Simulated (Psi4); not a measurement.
# One shape, several levels: doublet AlH2F+

Aim: a comparison of 3 runs (UM06-L/def2-TZVPP, UPBE/def2-TZVPP, USVWN5/def2-TZVPP) of doublet AlH2F+. 

The results are computed with Psi4 1.11.

### Step 1. The molecule

The species is AlH2F+ (4 atoms), meant as a doublet with charge +1. As SMILES of the parent species, `[H][Al]([H])[F]`. Geometry: a GFN2-xTB relaxation, a rough one for these elements and not checked as a minimum. That shape belongs to the parent species and isn't relaxed for this state.

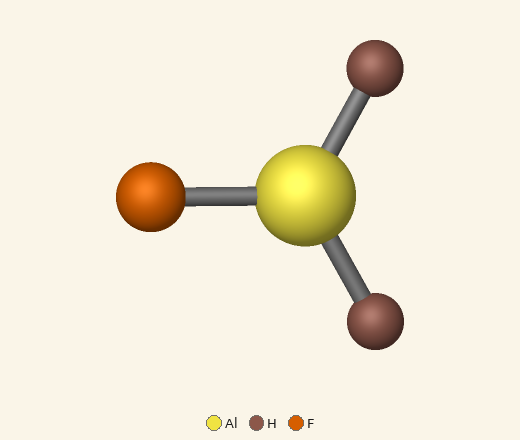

The structure, seen from a chosen angle (aluminium yellow, hydrogen brown, fluorine orange).

### Step 2. The energy at UM06-L/def2-TZVPP (run 1)

Input file alfh2.dat:

```
memory 1.6 GB

molecule {
  1 2
  Al     0.019600     0.032680     0.000940
  H      1.546910    -0.017870     0.014080
  H     -0.738990     1.358820    -0.019420
  F     -0.827520    -1.373630     0.004400
  symmetry c1
}

set {
  basis                def2-TZVPP
  reference            uks
  puream               true
  e_convergence        1e-09
  d_convergence        1e-08
  scf_type             pk
  dft_radial_points    99
  dft_spherical_points 590
  maxiter              200
}

energy_value = energy('m06-l')
```

Started as:

```console
$ psi4 alfh2.dat alfh2.out -n 1
```

alfh2.out:

```text
[...]
  Running in c1 symmetry.
[...]
  Nuclear repulsion =   50.398213572615205
[...]
  Multiplicity = 2
[...]
  Nalpha       = 12
  Nbeta        = 11
[...]
    Number of basis functions: 101
[...]
   @UKS iter   1:  -343.05676014290123   -4.58849e-02   5.14703e-03 ADIIS/DIIS
[...]
   @UKS iter  13:  -343.14379236626121   -2.04636e-12   3.98354e-09 DIIS
[...]
   @S^2 Observed:                7.628947326E-01
[...]
  @UKS Final Energy:  -343.14379236626121
   => Energetics <=
    Nuclear Repulsion Energy =             50.3982135726152052
    One-Electron Energy =                -571.6933563988084188
    Two-Electron Energy =                 207.7704241112517707
    DFT Exchange-Correlation Energy =     -29.6190736513197415
    Empirical Dispersion Energy =           0.0000000000000000
    VV10 Nonlocal Energy =                  0.0000000000000000
    Total Energy =                       -343.1437923662612093
[...]
 Multipole Moments:
 ------------------------------------------------------------------------------------
     Multipole            Electronic (a.u.)      Nuclear  (a.u.)        Total (a.u.)
 ------------------------------------------------------------------------------------
 L = 1.  Multiply by 2.5417464519 to convert [e a0] to [Debye]
 Dipole X            :         -0.4555325            1.5211152            1.0655827
 Dipole Y            :         -0.7564899            2.5246823            1.7681924
 Dipole Z            :          0.0065795           -0.0100376           -0.0034582
 Magnitude           :                                                    2.0644571
[...]
```

Run time: 29 s. Hardware: 1 thread of Intel Xeon 6975P-C (Granite Rapids), shared host; peak memory 0.76 GiB.

### Step 3. A single-point energy at UPBE/def2-TZVPP (run 2)

Edit alfh2.dat of step 2 so:

```diff
@@ -1,4 +1,4 @@
-memory 1.6 GB
+memory 1600 mb
 
-molecule {
+molecule molecule1 {
   1 2
@@ -23,2 +23,3 @@
 
-energy_value = energy('m06-l')
+energy_value = energy("pbe")
+print_variables()
```

Started as:

```console
$ psi4 -n 1 alfh2.dat alfh2.out
```

alfh2.out:

```text
[...]
  Running in c1 symmetry.
[...]
  Nuclear repulsion =   50.398213572615205
[...]
  Multiplicity = 2
[...]
  Nalpha       = 12
  Nbeta        = 11
[...]
    Number of basis functions: 101
[...]
   @UKS iter   1:  -342.84183965597185    6.93190e-03   5.26580e-03 DIIS/ADIIS
[...]
   @UKS iter  13:  -342.92976913589456   -2.33058e-12   1.02901e-09 DIIS
[...]
   @S^2 Observed:                7.577584287E-01
[...]
  @UKS Final Energy:  -342.92976913589456
   => Energetics <=
    Nuclear Repulsion Energy =             50.3982135726152052
    One-Electron Energy =                -571.4640950366454035
    Two-Electron Energy =                 207.4834911444494594
    DFT Exchange-Correlation Energy =     -29.3473788163137606
    Empirical Dispersion Energy =           0.0000000000000000
    VV10 Nonlocal Energy =                  0.0000000000000000
    Total Energy =                       -342.9297691358945599
[...]
 Multipole Moments:
 ------------------------------------------------------------------------------------
     Multipole            Electronic (a.u.)      Nuclear  (a.u.)        Total (a.u.)
 ------------------------------------------------------------------------------------
 L = 1.  Multiply by 2.5417464519 to convert [e a0] to [Debye]
 Dipole X            :         -0.4644408            1.5211152            1.0566745
 Dipole Y            :         -0.7712066            2.5246823            1.7534757
 Dipole Z            :          0.0065025           -0.0100376           -0.0035351
 Magnitude           :                                                    2.0472544
[...]
```

Run time: 19 s. Hardware: 1 thread of Intel Xeon 6975P-C (Granite Rapids), shared host; peak memory 0.69 GiB.

### Step 4. A single-point energy at USVWN5/def2-TZVPP (run 3)

Input file input.inp:

```
memory 1600 mb

molecule system {
  1 2
  Al     0.03703863     0.06175625     0.00177634
  H      2.92323624    -0.03376941     0.02660734
  H     -1.39648871     2.56779765    -0.03669848
  F     -1.56378616    -2.59578450     0.00831479
  units bohr
  symmetry c1
  no_reorient
  no_com
}

set basis def2-TZVPP
set reference uks
set puream true
set e_convergence 1e-09
set d_convergence 1e-08
set scf_type pk
set dft_radial_points 99
set dft_spherical_points 590
set maxiter 200

E, wfn = energy('scf', dft_functional={"name": "SVWN5", "x_functionals": {"LDA_X": {}}, "c_functionals": {"LDA_C_VWN": {}}}, return_wfn=True)
oeprop(wfn, 'MAYER_INDICES', 'WIBERG_LOWDIN_INDICES', 'QUADRUPOLE')
```

Started as:

```console
$ psi4 -n 1 input.inp input.out
```

input.out:

```text
[...]
  Running in c1 symmetry.
[...]
  Nuclear repulsion =   50.398213586904838
[...]
  Multiplicity = 2
[...]
  Nalpha       = 12
  Nbeta        = 11
[...]
    Number of basis functions: 101
[...]
   @UKS iter   1:  -341.38016563344661    1.34100e-02   4.97186e-03 DIIS/ADIIS
[...]
   @UKS iter  12:  -341.45951507757582   -2.89901e-12   9.57205e-09 DIIS
[...]
   @S^2 Observed:                7.553818028E-01
[...]
  @UKS Final Energy:  -341.45951507757582
   => Energetics <=
    Nuclear Repulsion Energy =             50.3982135869048378
    One-Electron Energy =                -571.3568559419002213
    Two-Electron Energy =                 207.3185398912850133
    DFT Exchange-Correlation Energy =     -27.8194126138654561
    Empirical Dispersion Energy =           0.0000000000000000
    VV10 Nonlocal Energy =                  0.0000000000000000
    Total Energy =                       -341.4595150775758157
[...]
 Multipole Moments:
 ------------------------------------------------------------------------------------
     Multipole            Electronic (a.u.)      Nuclear  (a.u.)        Total (a.u.)
 ------------------------------------------------------------------------------------
 L = 1.  Multiply by 2.5417464519 to convert [e a0] to [Debye]
 Dipole X            :         12.5875557          -12.0658257            0.5217299
 Dipole Y            :         20.8908779          -20.0252010            0.8656769
 Dipole Z            :         -0.0875545            0.0878344            0.0002799
 Magnitude           :                                                    1.0107416
 L = 2.  Multiply by 1.3450342976 to convert [e a0^2] to [Debye ang]
 Quadrupole XX       :        -41.9700275           32.5221694           -9.4478581
 Quadrupole XY       :        -34.3968168           32.8783863           -1.5184305
[...]
```

Run time: 9.9 s. Hardware: 1 thread of Intel Xeon 6975P-C (Granite Rapids), shared host; peak memory 0.56 GiB.

### Step 5. Overview of the runs

```csv
run,level,energy (Eh),HOMO energy (eV),LUMO energy (eV),⟨S²⟩,wall time
1,UM06-L/def2-TZVPP,-343.143792,-16.58,-14.92,0.763,29 s
2,UPBE/def2-TZVPP,-342.929769,-16.30,-14.86,0.758,19 s
3,USVWN5/def2-TZVPP,-341.459515,-16.28,-14.97,0.755,9.9 s
```

### Step 6. Outcome

| quantity | value |
| --- | --- |
| run 3: total energy | -341.45952 Eh |
| run 3: HOMO energy (highest over α and β) | -16.28 eV |
| run 3: LUMO energy (lowest over α and β) | -14.97 eV |
| run 3: ⟨S²⟩ | 0.755 |

What this shows: Totals of different functionals can't be ranked against each other. All runs together took 59 s, the longest 29 s.
